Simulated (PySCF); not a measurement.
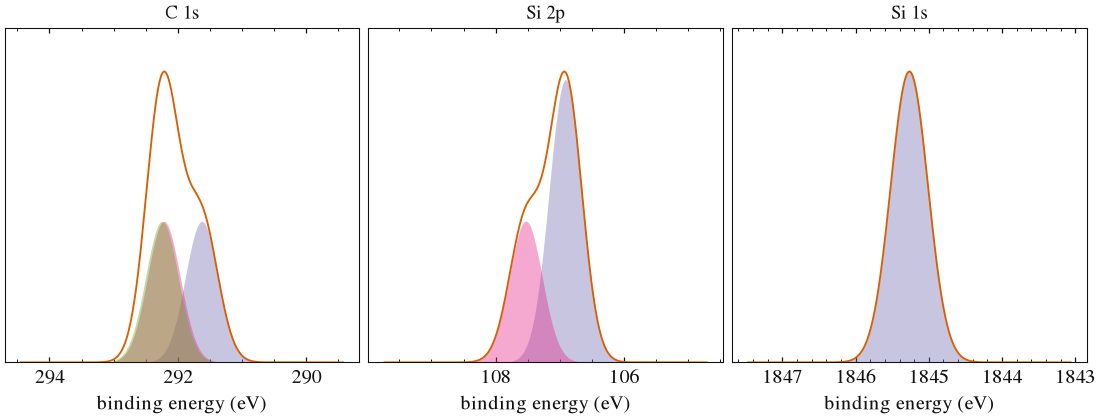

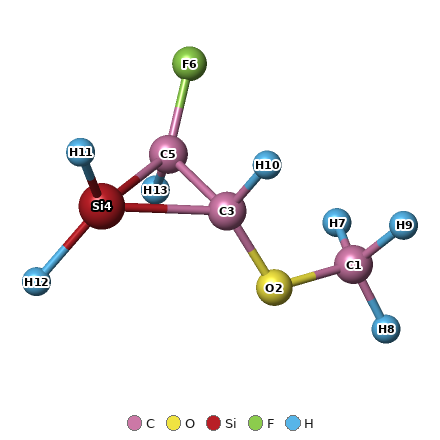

Simulated XPS of C₃H₇FOSi, SMILES CO[C@@H]1[SiH2][C@H]1F. Vertical core-electron binding energies by ΔSCF (B3LYP, pcX-2 on the ionised atom, pcseg-1 elsewhere, spin-free X2C; PySCF 2.14.0, at a PBE0-D3(BJ)/def2-SVP geometry (no frequency check)), gas phase, against the vacuum level. One atom of each kind was ionised; within a panel, areas follow the number of like atoms and 2j + 1 (2p levels are split by first-order spin-orbit coupling, an approximation), each panel is scaled alone, Gaussians of 0.6 eV full width. Only the regions named are shown. Lines closer than the width merge in the curve.

Assign the components.

Answer.
```csv
level,atoms,binding energy (eV)
C 1s,C5,292.2
C 1s,C1,292.2
C 1s,C3,291.6
Si 2p1/2,Si4,107.5
Si 2p3/2,Si4,106.9
Si 1s,Si4,1845.3
```

How large is the chemical shift across the C 1s region?

Answer. 0.6 eV, from C3 at 291.6 eV to C5 at 292.2 eV.

Note: one conformer of a flexible molecule.
